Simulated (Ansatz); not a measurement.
The relaxed structure here is a generated cell of ZnInGaO4: the first start was made by a random draw of sites in a space group, and the end was not matched to a known phase here, so it may be hypothetical. Known forms of ZnInGaO4 include space group No. 160.

One stationary structure of ZnInGaO4. Space group C2/m (No. 12). Level of theory: r2SCAN (plane waves to 500 eV, PAW, scalar-relativistic; Ansatz, a quantum-chemistry and plane-wave program).

```xyz
7
Lattice="3.1889 -2.7922 0.0000 3.1889 2.7922 0.0000 -2.5473 0.0000 5.1545" Properties=species:S:1:pos:R:3 pbc="T T T"
Ga     0.0000     0.0000     0.0000
In     3.1889     0.0000     0.0000
O      1.4177     1.4707     3.9642
O      2.4129     1.4707     1.1903
O      2.4129    -1.4707     1.1903
O      1.4177    -1.4707     3.9642
Zn     1.9153     0.0000     2.5773
```

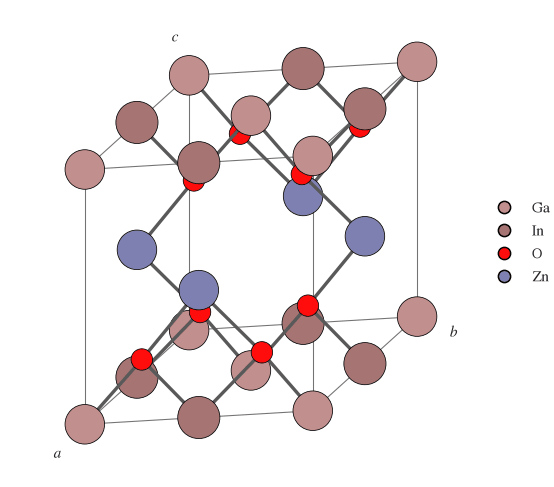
Figure: The conventional cell of the relaxed structure

```json
{
 "volume_per_atom": "13.11 Å³",
 "band_gap": "0.17 eV, indirect (valence top at Y2, conduction bottom at Γ) (no spin-orbit coupling)",
 "smallest_direct_gap": "0.24 eV at Γ",
 "shortest_distances": "Ga–O 1.94 Å; In–O 2.04 Å; O–Zn 2.08 Å; O–O 2.64 Å",
 "k-mesh": "8×8×7"
}
```

Band energies at high-symmetry points (eV from the VBM; labels of this space group; no spin-orbit coupling), from −5 eV up to 5.2 eV:

```
point                                                                         energies
-----  -------------------------------------------------------------------------------
Γ      -4.90 -4.27 -2.52 -2.05 -1.91 -1.75 -1.45 -1.28 -0.61 -0.07 0.17 2.52 4.47 5.12
C                       -4.87 -4.69 -2.18 -1.73 -1.53 -1.49 -0.69 -0.50 0.00 2.95 4.98
C2                      -4.87 -4.69 -2.18 -1.73 -1.53 -1.49 -0.69 -0.50 0.00 2.95 4.98
Y2                      -4.88 -4.69 -2.19 -1.72 -1.53 -1.49 -0.69 -0.49 0.00 2.94 4.97
M2                     -4.22 -2.98 -2.88 -2.36 -2.28 -1.48 -1.26 -0.82 -0.33 4.17 4.66
D                -4.98 -4.05 -3.12 -2.86 -2.75 -2.18 -1.93 -1.50 -1.05 -0.80 4.46 4.69
D2               -4.98 -4.05 -3.12 -2.86 -2.75 -2.18 -1.93 -1.50 -1.05 -0.80 4.46 4.69
A      -4.54 -3.37 -3.10 -2.40 -2.36 -1.80 -1.56 -1.51 -1.36 -0.39 2.38 3.21 4.14 4.66
```

No spin polarisation in the result.

The run could not lose the symmetry of its start: the end is stationary, and may be a saddle point rather than a minimum.
